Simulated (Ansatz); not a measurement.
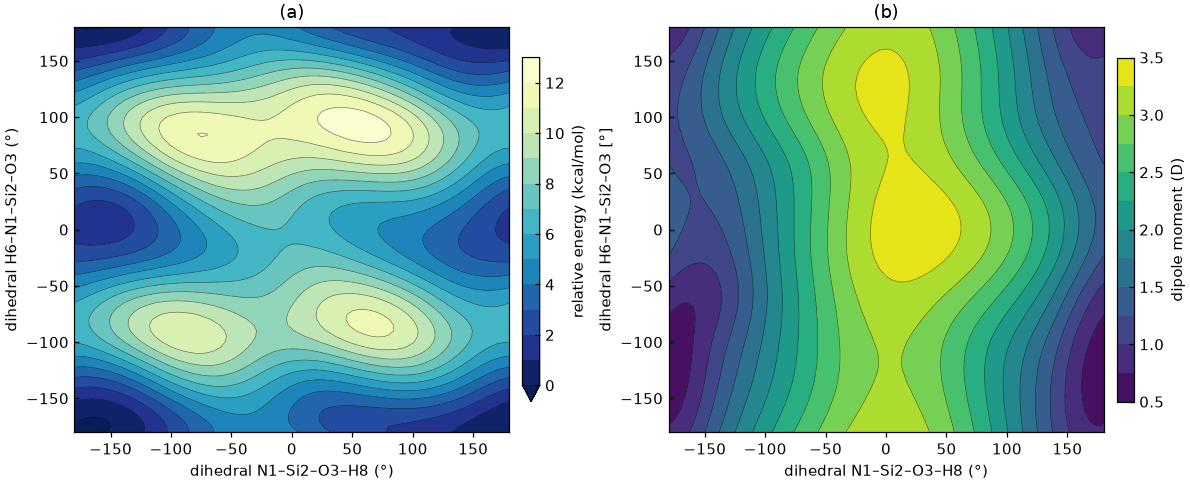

ClH₄NOSiTe, SMILES N[Si](O)(Cl)[TeH]. The first coordinate is: dihedral N1–Si2–O3–H8; the second: dihedral H6–N1–Si2–O3. Nothing is relaxed (all other coordinates rigid). The grid has 9 × 9 points. Points are written as (first, second). Energies are in kcal/mol, from the lowest grid point. All numbers below come from RKS PBE-D4/def2-SVP (Ansatz).

Panel (a) is the energy; panel (b) is the computed dipole moment, in D.

In the figure: filled contours. Between grid points the surface is interpolated.

> How does the dipole moment vary over the map, and what is it at the lowest grid point?

Leaving out the highest fifth of the energies, it runs from 0.61 D at (−180°, −140°) to 3.40 D at (20°, 20°). At the lowest grid point, (−180°, −180°), it is 0.79 D.
